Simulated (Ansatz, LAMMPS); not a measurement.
## Neighbourhoods of single atoms in amorphous poly(p-phenylene) (as short chains C38H30) at 300 K (204 atoms)

Density of this cell: 1.20 g/cm³. The cell holds 204 atoms: 114 C and 90 H. Cell: a = 12.642 Å, b = 12.642 Å, c = 12.642 Å, α = 90.0°, β = 90.0°, γ = 90.0°. 3 poly(p-phenylene) chains of 6 units with methyl end groups placed at random, at 1.2 g/cm³; overlaps pushed apart, then 20 ps at 800 K with MMFF94 bonds, angles, torsions, charges and radii (Halgren, J. Comput. Chem. 17, 490 (1996)) in harmonic and 12-6 forms. Snapshot after 30 ps at 300 K and fixed volume.

Computed with Ansatz 0.2.0: Kohn-Sham DFT, PBE+D4, PAW (set soft_2), plane waves; cutoff 420 eV, Γ point, fixed occupations. Geometry: the geometry as built.

The whole cell was solved; only parts of it are printed.

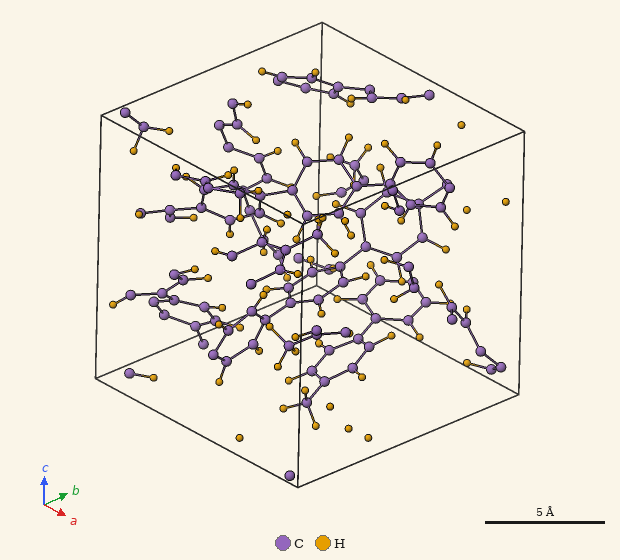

The whole cell (carbon purple, hydrogen orange). Bonds to atoms that aren't drawn are left out. Some periodic images of atoms are drawn too.

A closer look about C25, which bears the longest force: 22 atoms, nearest first, numbered in the order of the input, with positions taken from that point.

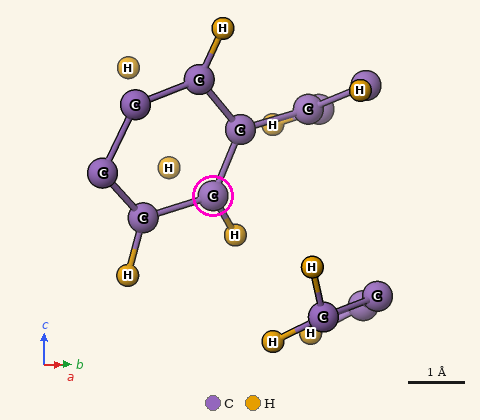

The atoms of the table, within 3.6 Å (arrows a, b, c point along x, y, z); some may hide others; the central atom is ringed.

```
atom      x      y      z  distance (Å)  bonds  Löwdin charge (e)     Fx     Fy  Fz (eV/Å)
 C25   0.00   0.00   0.00          0.00      3              -0.13  -2.46  -2.92      -4.24
 H57  -0.37   0.70  -0.72          1.07      1               0.19   0.16   0.80      -0.42
 C20   0.36   0.33   1.20          1.30      3               0.04   0.78  -0.89       3.65
 C24  -0.16  -1.36  -0.41          1.43      3              -0.12  -0.20   1.86      -1.36
 H56  -0.42  -1.51  -1.45          2.14      1               0.19  -0.24  -0.23      -0.07
 C21   0.65  -0.72   2.11          2.32      3              -0.14   0.97  -0.56      -0.97
 C17   0.45   1.70   1.58          2.36      3               0.05   0.39   1.25       0.88
 C23   0.14  -2.41   0.40          2.44      3               0.05   0.40   1.80       0.58
 C22   0.63  -2.04   1.65          2.69      3              -0.13  -1.33   2.26      -0.35
H117  -2.64   0.64   0.44          2.75      1               0.17  -0.19  -0.10       0.31
 H52  -1.52   2.13   1.25          2.90      1               0.19  -1.86  -0.65      -0.68
 H67   1.54   0.39  -2.58          3.03      1               0.18   0.42   0.00       0.91
 C18  -0.62   2.56   1.55          3.05      3              -0.13  -0.40  -0.75      -0.81
 H68   2.80   0.44  -1.21          3.08      1               0.20  -0.02  -0.63      -0.20
 H64   0.02   2.08  -2.47          3.23      1               0.17   0.10   0.48       0.18
 H54   1.16  -0.54   3.04          3.30      1               0.19  -0.25   0.30       0.58
 C38   2.42   0.91  -2.11          3.34      4              -0.46  -1.49  -1.11      -0.34
H111  -2.55  -0.30   2.24          3.40      1               0.18   0.03  -0.14       0.25
 C16   1.64   2.19   2.04          3.41      3              -0.12   2.21  -0.52       0.12
 C36   0.73   2.75  -1.95          3.45      3              -0.13   0.30  -0.66      -0.45
 C35   2.03   2.27  -1.75          3.51      3               0.06  -1.11   0.62       0.00
 H51   2.53   1.54   1.97          3.56      1               0.17  -0.25   0.07       0.26
```

The column of bonds counts only the pairs C-C within 1.85 Å, C-H within 1.34 Å; other neighbours, such as metal atoms beside each other in a compound, aren't counted, and periodic images can show an atom twice.

The surroundings of H119, picked at random, nearest first, numbered as they follow in the input and with coordinates relative to it.

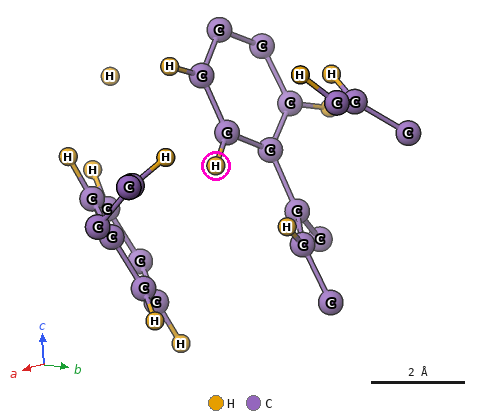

The atoms of the table, within 4.3 Å (arrows a, b, c point along x, y, z); some may hide others; the central atom is ringed.

```
atom      x      y      z  distance (Å)  bonds  Löwdin charge (e)     Fx     Fy  Fz (eV/Å)
H119   0.00   0.00   0.00          0.00      1               0.19   1.48   0.33      -0.99
 C84  -0.82  -0.35   0.55          1.04      3              -0.12  -0.29   0.20      -0.42
 C83  -0.61  -0.83   1.80          2.07      3              -0.14  -0.50   0.46       0.08
 C85  -2.06  -0.21  -0.06          2.07      3               0.04   0.81   0.79       0.18
H122  -0.39   1.63  -1.25          2.09      1               0.21   1.17   0.44       0.99
H191   2.05   0.35   0.61          2.16      1               0.18  -0.39  -0.01       0.40
H118   0.38  -0.88   2.18          2.38      1               0.19   1.10  -0.16       0.37
 C89  -1.21   1.34  -1.83          2.57      3              -0.13  -0.57   0.40      -1.22
 C88  -2.14   0.42  -1.37          2.58      3               0.05   0.29   0.43       0.17
C162   1.88  -1.44  -1.38          2.74      3               0.04   3.10   1.76       0.81
C167   1.30  -2.46  -0.75          2.88      3              -0.13  -1.64  -1.92       1.17
C158   3.00   0.18   0.14          3.01      3              -0.14   0.42   0.72       0.27
C163   1.40  -1.01  -2.56          3.09      3              -0.13  -2.15  -0.89      -2.26
H184  -1.76   1.90   1.90          3.21      1               0.20  -0.39  -1.64       0.88
H197   1.66  -2.78   0.22          3.24      1               0.18   0.14  -0.18       0.23
 C86  -3.13  -0.52   0.74          3.26      3              -0.10  -3.17  -0.50      -0.08
C166   0.14  -3.05  -1.25          3.29      3              -0.12   0.39  -0.20       0.45
 C82  -1.69  -1.20   2.57          3.30      3               0.04   0.40  -1.32       0.56
C159   3.12  -0.75  -0.85          3.32      3               0.04  -3.15  -1.58      -0.96
C148  -1.47   2.79   1.44          3.47      3              -0.14  -0.64   1.28      -0.27
C164   0.26  -1.65  -3.15          3.56      3              -0.14   0.54   0.56       0.63
H194   1.93  -0.26  -3.10          3.66      1               0.19   0.20   0.68      -0.48
C165  -0.44  -2.67  -2.48          3.67      3               0.04  -0.05  -0.49       1.46
 C87  -2.95  -1.10   1.98          3.72      3              -0.15   1.16   0.52       0.10
C149  -0.23   3.35   1.71          3.77      3              -0.14  -0.51  -0.35      -0.30
H196  -0.25  -3.76  -0.53          3.80      1               0.18  -0.72  -0.39      -0.53
H185   0.44   2.92   2.41          3.81      1               0.19   0.45  -0.74       0.72
 C93  -3.18   0.13  -2.21          3.88      3              -0.11  -1.23  -1.46       0.84
 C90  -1.36   1.94  -3.08          3.89      3              -0.13  -0.29  -0.37      -1.27
C157   4.06   1.01   0.39          4.21      3              -0.13   0.81  -0.38      -0.86
C147  -2.42   3.46   0.64          4.27      3               0.05   1.23  -1.03       0.63
H120  -4.23  -0.34   0.45          4.27      1               0.17   1.73  -0.25       0.00
H195  -0.10  -1.30  -4.10          4.30      1               0.19  -0.12   0.22      -0.59
H135  -1.16  -3.93   1.35          4.32      1               0.17  -0.49  -0.41       0.16
```

The column of bonds counts only the pairs C-C within 1.85 Å, C-H within 1.34 Å; other neighbours, such as metal atoms beside each other in a compound, aren't counted, and periodic images can show an atom twice.

Neighbours are counted within 1.85 Å (C-C), 1.34 Å (C-H).

Length of the force by element and coordination:

```
element  coordination  atoms  mean length of the force (eV/Å)  spread  least  most
      C           all    114                             1.88    1.05  0.310  5.70
      C             3    108                             1.85    1.03  0.310  5.70
      C             4      6                             2.55    1.24   1.06  5.03
      H           all     90                            0.986   0.616  0.101  3.29
```

Löwdin charges by element and coordination (they lack the spilled electrons, 0.031 e an atom on average):

```
element  coordination  atoms  mean charge (e)  spread   least    most
      C           all    114          -0.0919   0.117  -0.479  0.0754
      C             3    108          -0.0717  0.0825  -0.153  0.0754
      C             4      6           -0.455  0.0152  -0.479  -0.428
      H           all     90            0.186  0.0128   0.153   0.217
```

The force components of 1.0 eV/Å r.m.s. hold both thermal displacement and the mismatch between the potential that made the cell and DFT, above all in bond lengths inside molecules. The network of contacts between molecules at the start is that of the classical potential that made the cell, and needn't be the one that DFT or experiment would give. The density was typed from a rule of thumb and may lie off the real one at this temperature. Only the Γ point is sampled, in a cell whose shortest periodic width is 13 Å. The Löwdin charges lack the electrons that the projection spills, 0.031 e an atom on average.

[Logs are printed without paths, hosts, clocks, repeated set-up lines and the standing remarks that a program may print on its own settings, such as how far it seeks lower states.]

[Hosts, paths, dates, database ids (printed as entryN), source tags and the programs' standing remarks are cut or masked in the printed files.]

[The MMFF94 radii named for the starting cell were scaled by 0.96; in molecules described by MMFF94, hydrogen bound to N, O or S took a small fixed 12-6 site in their place.]
